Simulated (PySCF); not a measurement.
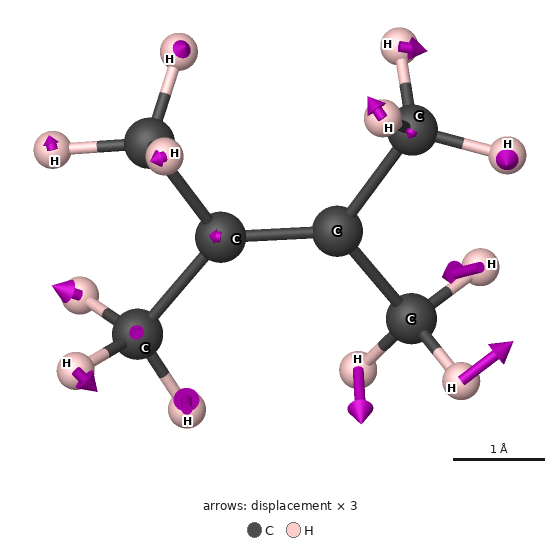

This is a relaxation of C6H12. The starting structure is drawn; purple arrows show the displacements, 3 times their true length. The two geometries are superimposed by the best rigid fit.

A ball-and-stick model, seen at a tilt.

The start comes from GFN2-xTB. Its atoms were then displaced at random by about 0.01 Å.

Level of theory: PBE0-D3(BJ)/def2-SVP geometry optimisation, gas phase (PySCF 2.14.0, density-fitted response routines). 

**Atoms of which element are displaced furthest, and by how much?**

Hydrogen: up to 0.28 Å, against 0.05 Å for carbon.

**What happened in the run?**

An H atom moves most after the best rigid fit: 0.28 Å. Largest moves by element: H 0.28 Å, C 0.05 Å. Among the contacts that change: C–C 1.294 → 1.349 Å, C–C 1.537 → 1.508 Å, C–H 1.085 → 1.104 Å, C–C 1.513 → 1.501 Å. Among the angles between lasting bonds that change: H–C–H 110.2° → 106.8°, C–C–H 109.4° → 112.6°, C–C–C 111.2° → 114.3°. After 8 geometry steps the energy has fallen by 0.202 eV.
